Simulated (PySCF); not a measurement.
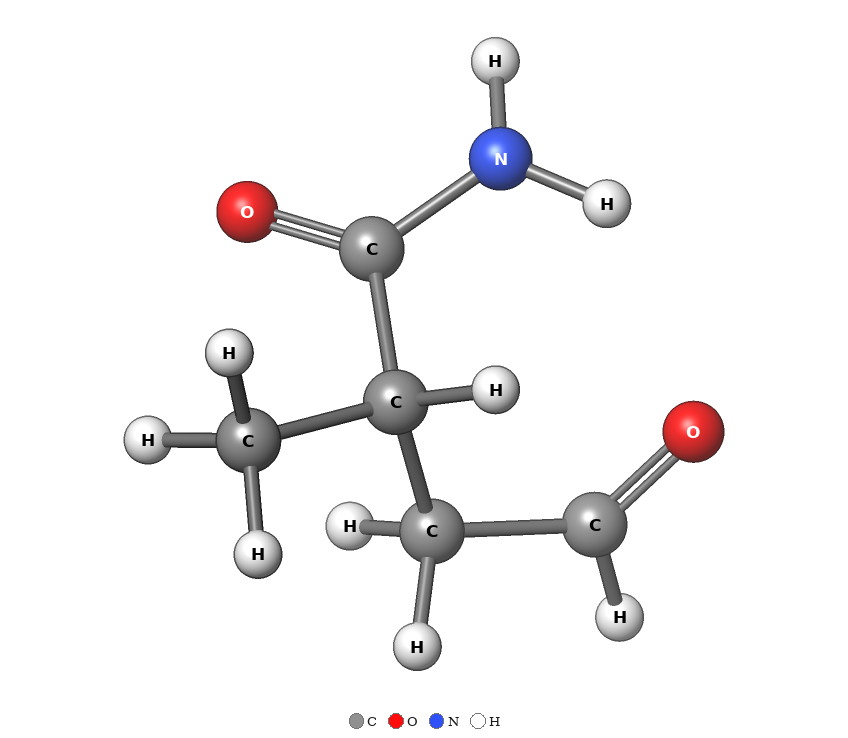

The picture shows a molecular structure as a ball-and-stick model. Double and triple bonds are drawn as two and three sticks.

Computed geometry: GFN2-xTB optimisation. No frequency run is at hand to confirm it as a minimum.

**What is the molecular formula?**

C5H9NO2, 17 atoms: 5 carbon, 9 hydrogen, 1 nitrogen and 2 oxygen.

**Does it have rings?**

It has no ring.

**What is the point group of this geometry?**

C1.

More results for the same structure follow; atom numbers are the same in all pictures, views and colours differ.

## Geometry

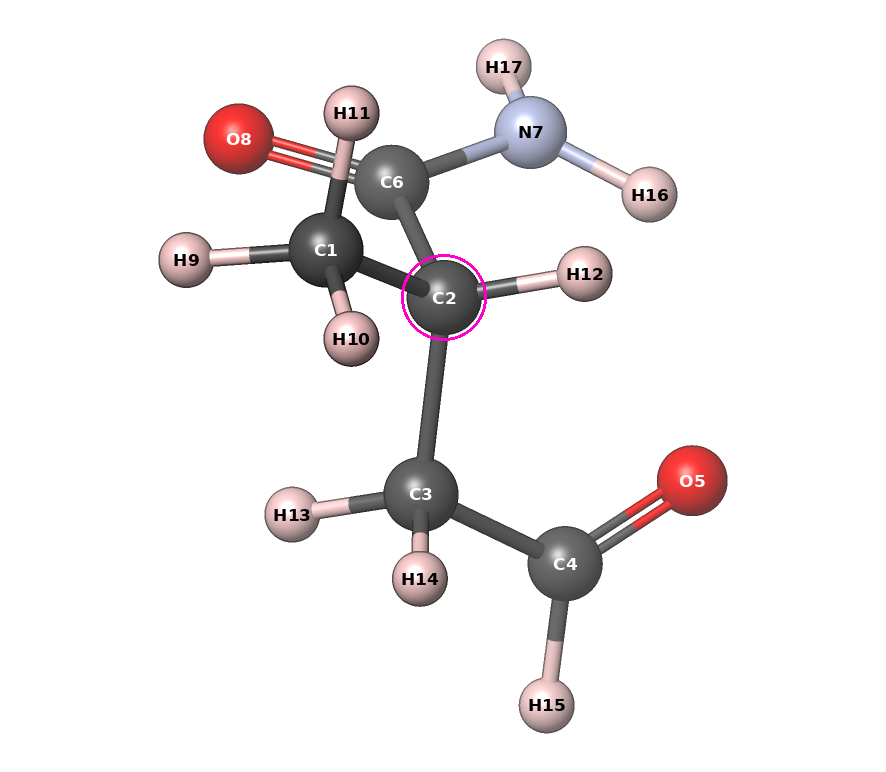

Depth is shown by fading: the farther an atom, the more it takes the colour of the background. Circles mark the stereogenic atoms. No frequency run is at hand to confirm it as a minimum.

**Assign CIP descriptors.**

C2: S (priorities C6 > C3 > C1 > H12).

## Electronic properties

No frequency run is at hand to confirm it as a minimum. Level of theory: PBE0/pcSseg-1, gas phase (PySCF 2.14.0).

Computed properties:

- dipole moment: 2.69 D
- HOMO energy (Kohn–Sham orbital): −7.26 eV
- LUMO energy (Kohn–Sham orbital): −1.02 eV
- HOMO–LUMO gap: 6.24 eV

## Quadrupole coupling

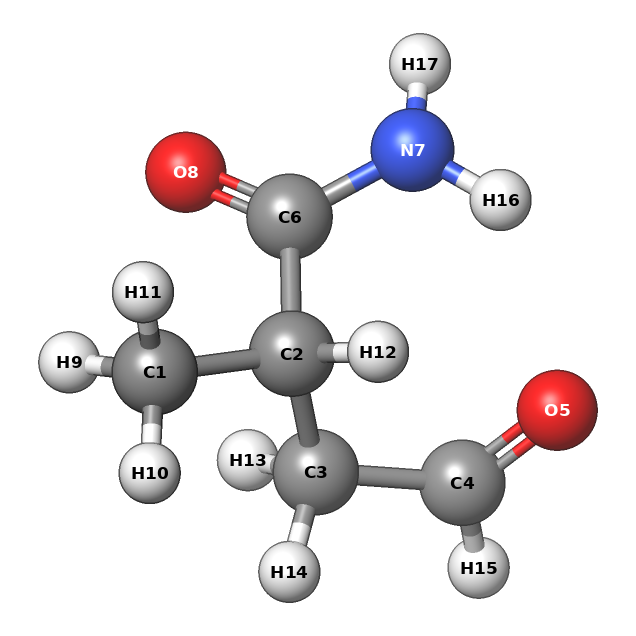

No frequency run is at hand to confirm it as a minimum. Electric field gradients from the ground-state density, PBE0/pcSseg-1 (PySCF 2.14.0), non-relativistic apart from any core potentials.

Give the largest field-gradient component, the quadrupole coupling constant and the asymmetry for 17O at O5 (Q = −25.6 mb), 14N at N7 (Q = 20.44 mb), 17O at O8 (Q = −25.6 mb), 2H at H9 (Q = 2.86 mb), 2H at H10 (Q = 2.86 mb).

```tsv
atom	V_zz (a.u.)	e²qQ/h (MHz)	η
O5	−1.995	12.00	0.52
N7	−0.881	−4.23	0.13
O8	−1.580	9.50	0.02
H9	0.311	0.209	0.03
H10	0.316	0.212	0.03
```

## NMR shielding

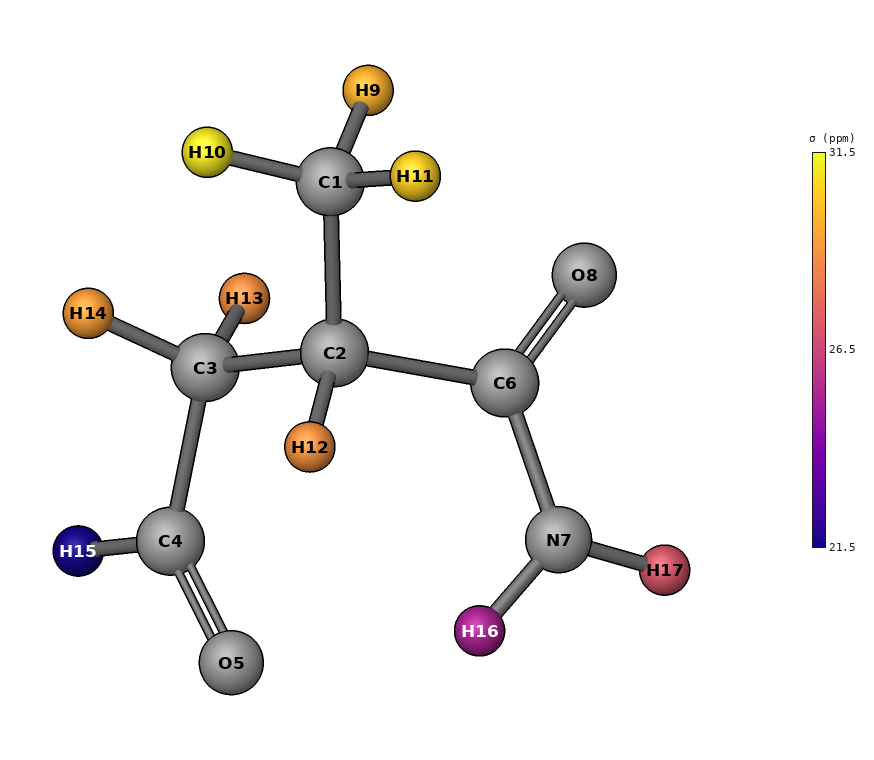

Atoms are coloured by their isotropic NMR shieldings (H only, the others grey). No frequency run is at hand to confirm it as a minimum. Properties computed with GIAO PBE0/pcSseg-1 NMR shielding, non-relativistic, gas phase (PySCF 2.14.0).

Give the isotropic NMR shieldings of the H atoms atom by atom.

```tsv
atom	σ (ppm)
H9	29.79
H10	31.17
H11	30.54
H12	28.98
H13	28.90
H14	29.30
H15	21.63
H16	25.35
H17	27.12
```
